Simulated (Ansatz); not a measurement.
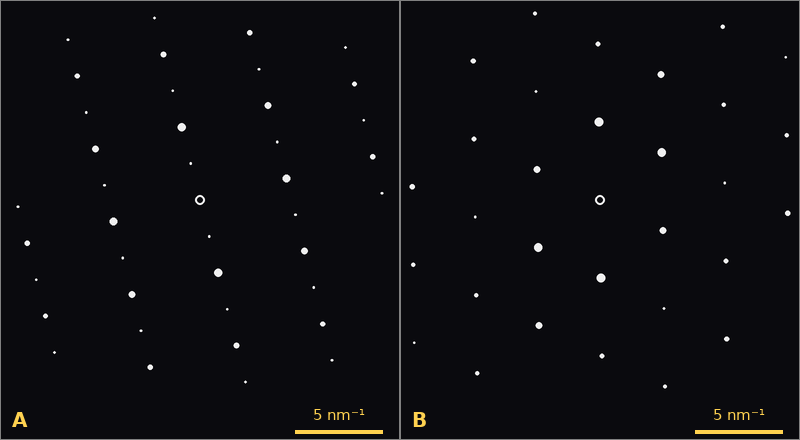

Kinematic electron diffraction patterns (200 kV, B = 0.5 Å², same scale, each along a low-index zone) of two structures of composition CdMo, each relaxed at zero pressure with DFT PBE, scalar-relativistic, plane waves, PAW (Ansatz).

The structures (standard cells):
1. P4/mmm (No. 123), a = 2.761 Å, c = 4.634 Å, 2 atoms; generated start, possibly hypothetical
2. P-6m2 (No. 187), a = 2.873 Å, c = 5.004 Å (hexagonal axes), 2 atoms; generated start, possibly hypothetical

Which pattern belongs to which structure, and along which zone?

A is structure 1 along [110] or an equivalent direction: rectangular net of 0 0 1 (weak) at d = 4.63 Å and 1 -1 0 at d = 1.95 Å, 90.0° apart. B is structure 2 along [101] or an equivalent direction: centred rectangular net of 0 1 0 at d = 2.49 Å and 1 0 -1 at d = 2.23 Å, 63.4° apart.

Rank the structures by their computed energy.

Structure 1 (P4/mmm, 17.66 Å³ an atom) is the lowest of these; structure 2 (P-6m2, 17.88 Å³ an atom) lies about 66 meV an atom higher. These are static energies at 0 K; other structures, not shown, may lie lower still.
